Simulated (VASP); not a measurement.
# Titanium under strain, part 3 of 3

How does the pressure of Titanium answer to a change of volume? The bands are shown for each cell. All runs use PBEsol. This is not the structure that Ti takes at ambient conditions. The start is a cell from a database of measured crystal structures.

VASP 6.6.1; PBEsol; plane waves and PAW (Ti_sv).

Still holding for the runs below: The k-mesh is coarse for a metal.

So far, pressure (GPa): step 2 (reference run) -7.65; step 3 (bands, cell as listed) -7.66; step 4 (bands, volume times 1.04) -11.0; step 5 (bands, volume times 1.08) -13.5; step 6 (bands, sheared, principal strains -2.0, +0.4, +1.7 %) -7.66.

## (7) Bands, volume times 0.96

The cell is compressed evenly, with fractional positions held.

Input file INCAR:

```
SYSTEM = Ti
PREC = Accurate
ENCUT = 400
EDIFF = 1E-06
NELM = 100
ISMEAR = -1
SIGMA = 0.05
LREAL = .FALSE.
ALGO = Normal
GGA = PS
NBANDS = 17
LASPH = .TRUE.
LORBIT = 11
LWAVE = .FALSE.
LCHARG = .FALSE.
KPAR = 2
```

Input file POSCAR:

```
Ti
1.0
   -1.6188216056      1.6188216056      1.6188216056
    1.6188216056     -1.6188216056      1.6188216056
    1.6188216056      1.6188216056     -1.6188216056
Ti
1
Direct
    0.0000000000      0.0000000000      0.0000000000
```

Input file KPOINTS:

```
Automatic mesh
0
Gamma
8 8 8
0 0 0
```

Input file KPOINTS_OPT:

```
Line mode
16
Line-mode
Reciprocal
  0.00000000   0.00000000   0.00000000 GAMMA
  0.50000000  -0.50000000   0.50000000 H

  0.50000000  -0.50000000   0.50000000 H
  0.00000000   0.00000000   0.50000000 N

  0.00000000   0.00000000   0.50000000 N
  0.00000000   0.00000000   0.00000000 GAMMA

  0.00000000   0.00000000   0.00000000 GAMMA
  0.25000000   0.25000000   0.25000000 P

  0.25000000   0.25000000   0.25000000 P
  0.50000000  -0.50000000   0.50000000 H

  0.25000000   0.25000000   0.25000000 P
  0.00000000   0.00000000   0.50000000 N
```

The projector-augmented-wave data sets are Ti_sv (PBE family, release 64).

Launch:

```bash
$ mpirun -np 2 vasp_std
```

Output:

```text
[... set-up lines as in an earlier step ...]
 entering main loop
       N       E                     dE             d eps       ncg     rms          rms(c)
DAV:   1     0.773917389096E+02    0.77392E+02   -0.50131E+03  1018   0.724E+02
DAV:   2    -0.615048447503E+01   -0.83542E+02   -0.80038E+02  1040   0.207E+02
DAV:   3    -0.932360913187E+01   -0.31731E+01   -0.31493E+01  1180   0.436E+01
DAV:   4    -0.936810606411E+01   -0.44497E-01   -0.44474E-01  1108   0.483E+00
DAV:   5    -0.936868805947E+01   -0.58200E-03   -0.58198E-03  1146   0.493E-01    0.883E+00
DAV:   6    -0.823337316823E+01    0.11353E+01   -0.12666E+00  1049   0.162E+01    0.208E+00
DAV:   7    -0.822876503780E+01    0.46081E-02   -0.87660E-02  1242   0.215E+00    0.133E+00
DAV:   8    -0.823765030348E+01   -0.88853E-02   -0.49827E-02  1003   0.208E+00    0.283E-01
DAV:   9    -0.823649088365E+01    0.11594E-02   -0.32559E-03  1146   0.597E-01    0.971E-02
DAV:  10    -0.823665504761E+01   -0.16416E-03   -0.23499E-04  1053   0.956E-02    0.176E-02
DAV:  11    -0.823665508568E+01   -0.38076E-07   -0.11017E-05  1197   0.201E-02    0.773E-03
DAV:  12    -0.823665533655E+01   -0.25087E-06   -0.15010E-06  1242   0.889E-03
   1 F= -.82366553E+01 E0= -.82275359E+01  d E =-.182389E-01
 Start KPOINTS_OPT (optional k-point list driver)
k-point batch [1-29\96]
       N       E                     dE             ncg
DAV:   1    -0.374198126949E+04   -0.16040E+05     1034
DAV:   2    -0.616227873586E+04   -0.24203E+04     1078
DAV:   3    -0.625495212435E+04   -0.92673E+02     1142
DAV:   4    -0.625630593365E+04   -0.13538E+01     1093
DAV:   5    -0.625633037640E+04   -0.24443E-01     1141
DAV:   6    -0.625633104093E+04   -0.66453E-03     1122
DAV:   7    -0.625633106197E+04   -0.21039E-04     1027
DAV:   8    -0.625633106269E+04   -0.71879E-06      798
[...]
k-point batch [88-96\96]
       N       E                     dE             ncg
DAV:   1     0.931482177486E+04   -0.54099E+04      306
DAV:   2     0.855764141482E+04   -0.75718E+03      316
DAV:   3     0.852890550867E+04   -0.28736E+02      375
DAV:   4     0.852851576243E+04   -0.38975E+00      331
DAV:   5     0.852851255726E+04   -0.32052E-02      334
DAV:   6     0.852851251542E+04   -0.41831E-04      347
DAV:   7     0.852851251475E+04   -0.67664E-06      331
```

Wall time 4.8 s (2 MPI ranks of AMD EPYC 9R45, shared host); peak memory 0.19 GiB; 8.4 s of CPU time.

From OUTCAR (step 7):

```text
   ENCUT  =  400.0 eV  29.40 Ry    5.42 a.u.   4.57  4.57  4.57*2*pi/ulx,y,z

   NELECT =      12.0000    total number of electrons

 E-fermi :   8.1976

 k-point     1 :       0.0000    0.0000    0.0000
  band No.  band energies     occupation
      1     -48.0387      2.00000
      2     -23.9686      2.00000
      3     -23.9686      2.00000
      4     -23.9686      2.00000
      5       2.2251      2.00000
      6       9.2088      0.00000
      7       9.2088      0.00000
      8       9.2088      0.00000
      9      11.0336      0.00000
     10      11.0336      0.00000
    ...

  Total       -0.3922421     -0.3922421     -0.3922421     -0.0000000      0.0000000      0.0000000
  in kB      -37.0346155    -37.0346155    -37.0346155     -0.0000000      0.0000000      0.0000000
  external PRESSURE =     -37.0346155 kB  Pullay stress =       0.0000000 kB

 POSITION                                       TOTAL-FORCE (eV/Angst)
 -----------------------------------------------------------------------------------
      0.00000      0.00000      0.00000        -0.000000      0.000000     -0.000000
 -----------------------------------------------------------------------------------
    total drift:                                0.000000     -0.000000      0.000000

  FREE ENERGIE OF THE ION-ELECTRON SYSTEM (eV)
  ---------------------------------------------------
  free  energy   TOTEN  =        -8.2366553366 eV

  energy  without entropy=       -8.2184163922  energy(sigma->0) =       -8.22753586

[... 4 parts as in an earlier step ...]

[... 12 further parts left out ...]
```

Numbers from this step:

| Quantity | Value |
| --- | --- |
| irreducible k-points | 29 |
| symmetry operations | 48 |
| free energy (TOTEN) | -8.237 eV |
| energy at zero smearing | -8.228 eV |
| Fermi energy | 8.198 eV |
| pressure | -3.703 GPa |

Electronic bands along the path, in eV, zero at the Fermi level; # counts the bands kept, so #1 is VASP's band 5:

| point | #1 | #2 | #3 | #4 | #5 | #6 |
| --- | --- | --- | --- | --- | --- | --- |
| Γ | -5.97 | 1.01 | 1.01 | 1.01 | 2.84 | 2.84 |
| H | -2.18 | -2.18 | 4.06 | 4.06 | 4.06 | 8.55 |
| N | -2.50 | -0.42 | 1.23 | 2.83 | 3.19 | 4.43 |
| Γ | -5.97 | 1.01 | 1.01 | 1.01 | 2.84 | 2.84 |
| P | -0.61 | -0.61 | -0.61 | 3.25 | 3.25 | 9.32 |
| H | -2.18 | -2.18 | 4.06 | 4.06 | 4.06 | 8.55 |
| jump to P | -0.61 | -0.61 | -0.61 | 3.25 | 3.25 | 9.32 |
| N | -2.50 | -0.42 | 1.23 | 2.83 | 3.19 | 4.43 |

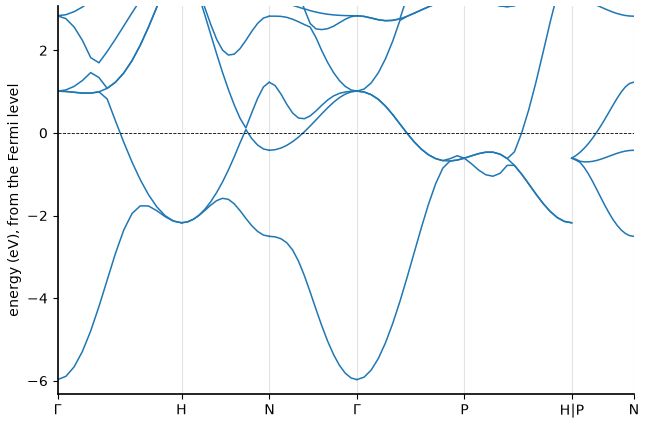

Electronic bands along the path.

 The pressure is -3.70 GPa.

For the pressure, step 3 gave -7.66 GPa; this run, with cell volume -4.0 %, gives -3.70 GPa.

## (8) Bands, volume times 0.92

The cell is scaled evenly once more. A prediction first. A parabola through the 4 pressures of evenly scaled cells so far, P = -7.68 -90.2 t +181 t² GPa with t = ln(V/V₁) and V₁ the volume at scale 1, gives 1.10 GPa at t = -0.0834.

INCAR is that of step 7.

Input file POSCAR:

```
Ti
1.0
   -1.5960182638      1.5960182638      1.5960182638
    1.5960182638     -1.5960182638      1.5960182638
    1.5960182638      1.5960182638     -1.5960182638
Ti
1
Direct
    0.0000000000      0.0000000000      0.0000000000
```

KPOINTS is that of step 7.

KPOINTS_OPT is that of step 7.

Launch:

```bash
$ mpirun -np 2 vasp_std
```

Output:

```text
[... set-up lines as in an earlier step ...]
 entering main loop
       N       E                     dE             d eps       ncg     rms          rms(c)
DAV:   1     0.764055795305E+02    0.76406E+02   -0.48845E+03  1002   0.727E+02
DAV:   2    -0.601440762960E+01   -0.82420E+02   -0.78680E+02  1105   0.208E+02
DAV:   3    -0.923176886412E+01   -0.32174E+01   -0.31984E+01  1106   0.438E+01
DAV:   4    -0.928137390427E+01   -0.49605E-01   -0.49585E-01  1149   0.494E+00
DAV:   5    -0.928216838796E+01   -0.79448E-03   -0.79444E-03  1116   0.537E-01    0.922E+00
DAV:   6    -0.823706824114E+01    0.10451E+01   -0.11286E+00  1037   0.156E+01    0.231E+00
DAV:   7    -0.822886903639E+01    0.81992E-02   -0.89482E-02  1240   0.248E+00    0.137E+00
DAV:   8    -0.823927917136E+01   -0.10410E-01   -0.50535E-02  1004   0.212E+00    0.269E-01
DAV:   9    -0.823819528545E+01    0.10839E-02   -0.34614E-03  1168   0.632E-01    0.107E-01
DAV:  10    -0.823836857081E+01   -0.17329E-03   -0.28379E-04  1039   0.114E-01    0.198E-02
DAV:  11    -0.823836836585E+01    0.20495E-06   -0.12705E-05  1192   0.220E-02    0.855E-03
DAV:  12    -0.823836840327E+01   -0.37411E-07   -0.16640E-06  1257   0.101E-02
   1 F= -.82383684E+01 E0= -.82297401E+01  d E =-.172566E-01
 Start KPOINTS_OPT (optional k-point list driver)
k-point batch [1-29\96]
       N       E                     dE             ncg
DAV:   1    -0.355092029587E+04   -0.16065E+05     1010
DAV:   2    -0.599067429615E+04   -0.24398E+04     1113
DAV:   3    -0.608494189585E+04   -0.94268E+02     1095
DAV:   4    -0.608609859754E+04   -0.11567E+01     1161
DAV:   5    -0.608611715949E+04   -0.18562E-01     1117
DAV:   6    -0.608611771567E+04   -0.55618E-03     1146
DAV:   7    -0.608611773671E+04   -0.21043E-04      961
DAV:   8    -0.608611773750E+04   -0.79424E-06      812
[...]
k-point batch [88-96\96]
       N       E                     dE             ncg
DAV:   1     0.102442894872E+05   -0.55758E+04      322
DAV:   2     0.948939803756E+04   -0.75489E+03      324
DAV:   3     0.946400852973E+04   -0.25390E+02      380
DAV:   4     0.946379259051E+04   -0.21594E+00      320
DAV:   5     0.946379079635E+04   -0.17942E-02      343
DAV:   6     0.946379077273E+04   -0.23620E-04      351
DAV:   7     0.946379077236E+04   -0.36902E-06      319
```

Run time: 4.8 s. Hardware: 2 MPI ranks; peak memory 0.18 GiB; 8.4 s of CPU time.

OUTCAR, selected parts (step 8):

```text
   ENCUT  =  400.0 eV  29.40 Ry    5.42 a.u.   4.51  4.51  4.51*2*pi/ulx,y,z

   NELECT =      12.0000    total number of electrons

 E-fermi :   8.6455

 k-point     1 :       0.0000    0.0000    0.0000
  band No.  band energies     occupation
      1     -47.5089      2.00000
      2     -23.3804      2.00000
      3     -23.3804      2.00000
      4     -23.3804      2.00000
      5       2.5955      2.00000
      6       9.6966      0.00000
      7       9.6966      0.00000
      8       9.6966      0.00000
      9      11.6186      0.00000
     10      11.6186      0.00000
    ...

  Total        0.1067171      0.1067171      0.1067171      0.0000000      0.0000000      0.0000000
  in kB       10.5140790     10.5140790     10.5140790      0.0000000      0.0000000      0.0000000
  external PRESSURE =      10.5140790 kB  Pullay stress =       0.0000000 kB

  FREE ENERGIE OF THE ION-ELECTRON SYSTEM (eV)
  ---------------------------------------------------
  free  energy   TOTEN  =        -8.2383684033 eV

  energy  without entropy=       -8.2211118051  energy(sigma->0) =       -8.22974010

[... 6 parts as in an earlier step ...]

[... 11 further parts left out ...]
```

This step gave:

```yaml
free_energy_toten: -8.238 eV
energy_at_zero_smearing: -8.230 eV
fermi_energy: 8.646 eV
pressure: 1.051 GPa
```

Electronic bands along the path, in eV, zero at the Fermi level; # counts the bands kept, so #1 is VASP's band 5:

| point | #1 | #2 | #3 | #4 | #5 | #6 |
| --- | --- | --- | --- | --- | --- | --- |
| Γ | -6.05 | 1.05 | 1.05 | 1.05 | 2.97 | 2.97 |
| H | -2.32 | -2.32 | 4.28 | 4.28 | 4.28 | 8.92 |
| N | -2.61 | -0.46 | 1.38 | 2.97 | 3.36 | 4.67 |
| Γ | -6.05 | 1.05 | 1.05 | 1.05 | 2.97 | 2.97 |
| P | -0.62 | -0.62 | -0.62 | 3.42 | 3.42 | 9.74 |
| H | -2.32 | -2.32 | 4.28 | 4.28 | 4.28 | 8.92 |
| jump to P | -0.62 | -0.62 | -0.62 | 3.42 | 3.42 | 9.74 |
| N | -2.61 | -0.46 | 1.38 | 2.97 | 3.36 | 4.67 |

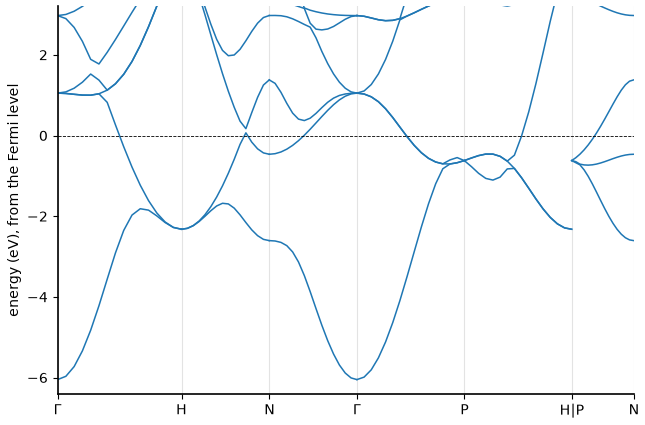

Electronic bands along the path.

 The pressure is 1.05 GPa. The parabola predicted 1.10 GPa, +0.05 GPa off.

## (9) The runs together

| cell | mesh | pressure (GPa) | gap (eV) |
| --- | --- | --- | --- |
| cell as listed | 8×8×8 | -7.66 | none |
| volume times 1.04 | 8×8×8 | -10.96 | none |
| volume times 1.08 | 8×8×8 | -13.55 | none |
| sheared, principal strains -2.0, +0.4, +1.7 % | 8×8×8 | -7.66 | none |
| volume times 0.96 | 8×8×8 | -3.70 | none |
| volume times 0.92 | 8×8×8 | 1.05 | none |

## (10) Outcome

* pressure, cell as listed: -7.66 GPa
* pressure, volume times 1.04: -11.0 GPa
* pressure, volume times 1.08: -13.5 GPa
* pressure, sheared, principal strains -2.0, +0.4, +1.7 %: -7.66 GPa
* pressure, volume times 0.96: -3.70 GPa
* pressure, volume times 0.92: 1.05 GPa
* bulk modulus at the listed volume, shape and positions held: 90.0 GPa

**Reading.** The slope of pressure against ln V at the listed volume gives a bulk modulus of 90.0 GPa at fixed shape and positions (not that of equilibrium, since the cell bears -7.7 GPa there). The k-sampling is coarse for a metal, so the Fermi level, pressures and the shape of the cell carry errors.

[Lines on the potential files, build, host, timing and source positions are cut from VASP's logs without a mark.]

[Logs are printed without paths, hosts, clocks, repeated set-up lines and the standing remarks that a program may print on its own settings, such as how far it seeks lower states.]

[Hosts, paths, dates, database ids (printed as entryN), source tags and the programs' standing remarks are cut or masked in the printed files.]

[A measured line is paired with the nearest computed mode of its activity, which favours agreement.]
